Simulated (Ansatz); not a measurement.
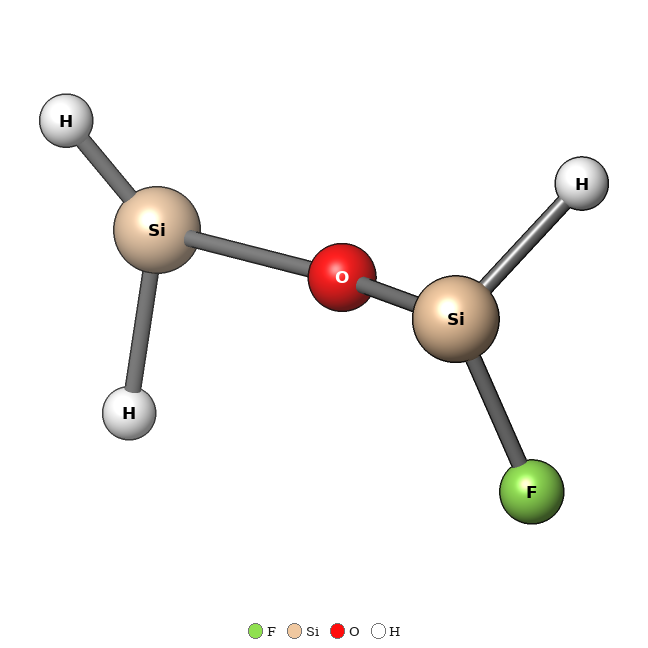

The picture shows the input geometry.

Ansatz 0.2.0 input:

```yaml
crystal:
  periodic: [false, false, false]
  atoms:
    - {symbol: F, position_ang: [-0.935556, -2.102709, 0.659194]}
    - {symbol: Si, position_ang: [-0.314043, -1.562171, -0.596522]}
    - {symbol: O, position_ang: [-0.040002, -0.197654, -0.267234]}
    - {symbol: Si, position_ang: [0.670612, 1.504870, 0.158427]}
    - {symbol: H, position_ang: [-1.279641, -1.416774, -1.630501]}
    - {symbol: H, position_ang: [0.673736, 1.421804, 1.700761]}
    - {symbol: H, position_ang: [1.333646, 2.025355, -0.561362]}
basis:
  gaussian: {orbitals: def2-SVP}
hamiltonian: {xc: {name: PBEsol}, dispersion: d3bjatm, pseudopotentials: {relativity: scalar}}
output: {forces: true}
```

It was started with:

```sh
ansatz run in.yaml --threads 2 --pin off --events-out ev --progress --plain --max-ram 4352MiB
```

What the program printed:

```
Functional definition: PBEsol
  name "PBEsol"
  cite "Perdew et al., Phys. Rev. Lett. 100, 136406 (2008) doi:10.1103/PhysRevLett.100.136406"
  cite "Perdew, Burke & Ernzerhof, Phys. Rev. Lett. 77, 3865 (1996) doi:10.1103/PhysRevLett.77.3865"
  parent pbesol
  exchange = pbesol_x
  correlation = pbesol_c
857 factors; their error is unknown
mean field evaluation 1: about -20523.5987 eV, gradient 6.3e1 eV
mean field evaluation 2: about -20463.7266 eV, gradient 1.7e2 eV
mean field evaluation 4: about -20527.5785 eV, gradient 2.5e1 eV
mean field evaluation 8: about -20530.8505 eV, gradient 8.0e-1 eV
mean field evaluation 16: about -20530.7834 eV, gradient 1.7e-2 eV
mean field -20530.78342369 eV, -754.4923745559 hartree, gradient 4.8e-5 eV, S^2 0.000000; 1 other end points of the search recorded, 0 dependent functions left out
the calculation of the forces begins
reference -20530.78345784 eV, -754.4923758106 hartree; 24, 24 occupied and 55, 55 virtual orbitals, 857 factors
Total energy: -20530.84637612 eV, -754.4946880149 hartree
Relativity: scalar
Atom 0 at    -0.935556    -2.102709     0.659194 Å, force    -2.792488    -3.321120     5.010296 eV/Å
Atom 1 at    -0.314043    -1.562171    -0.596522 Å, force     0.519253    -8.471270    -5.750075 eV/Å
Atom 2 at    -0.040002    -0.197654    -0.267234 Å, force     5.435135    15.279059     2.661516 eV/Å
Atom 3 at     0.670612     1.504870     0.158427 Å, force   -12.706483   -10.406426    11.343262 eV/Å
Atom 4 at    -1.279641    -1.416774    -1.630501 Å, force    -1.332663    -0.446989    -1.580222 eV/Å
Atom 5 at     0.673736     1.421804     1.700761 Å, force     0.534141     0.171925    -0.911497 eV/Å
Atom 6 at     1.333646     2.025355    -0.561362 Å, force    10.343106     7.194821   -10.773280 eV/Å
Dipole moment:     0.321008     0.195970    -0.154686 e Å
```

The calculation finished and met its thresholds.
